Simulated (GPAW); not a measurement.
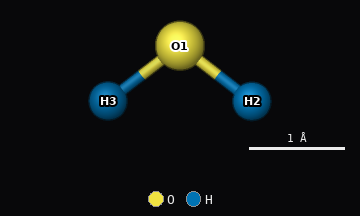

**Figure 1.** The input geometry (ball-and-stick view, seen on its broad side; atoms are numbered from 1 in the order of the input). Bond lengths as drawn: H–O 0.96 Å.

Run report: H2O, calculation of the molecule and its ions

System: H2O.
Method: LDA (PW92)/sz(dzp), scalar-relativistic datasets (GPAW 26.7.0).

The geometry comes from this level: PBE0-D4/def2-TZVP.

**What the program printed**
```
neutral        -9.53442 eV
oxidised        3.78774 eV
Vertical IP = 13.322 eV
```

The run was set up as follows.

**Input file (run.py)**
```python
from ase import Atoms
from gpaw import GPAW

atoms = Atoms("OHH",
    positions=[[ -0.302700,   0.200200,  -0.140600],
               [  0.466500,   0.548400,   0.315300],
               [ -0.163800,  -0.748600,  -0.174700]])
atoms.center(vacuum=4.5)

energies = {}
for name, charge, unpaired in [("neutral", 0, 0), ("oxidised", 1, 1)]:
    atoms.set_initial_magnetic_moments([unpaired / len(atoms)] * len(atoms))
    calc = GPAW(mode="lcao",
                basis="sz(dzp)",
                h=0.25,
                xc="LDA",
                charge=charge,
                occupations={"name": "fermi-dirac", "width": 0.0, "fixmagmom": unpaired > 0},
                maxiter=100,
                symmetry="off",
                txt=f'{name}.txt')
    atoms.calc = calc
    energies[name] = atoms.get_potential_energy()
    print(f'{name:10} {energies[name]:12.5f} eV')

ip = energies["oxidised"] - energies["neutral"]
print(f"Vertical IP = {ip:.3f} eV")
```

Launch command:
```bash
OMP_NUM_THREADS=1 python run.py
```

**Key numbers**

| quantity | value |
| --- | --- |
| outcome | converged |
| ionisation energy | 13.32 eV |
| hardware | 1 thread of Intel Xeon (Granite Rapids), 16 GiB of memory available, shared host |
| wall time | 3.4 s |
| peak memory | 0.29 GiB |

**Notes**

On so coarse a grid the energy depends on the position of the molecule, which gives spurious forces.
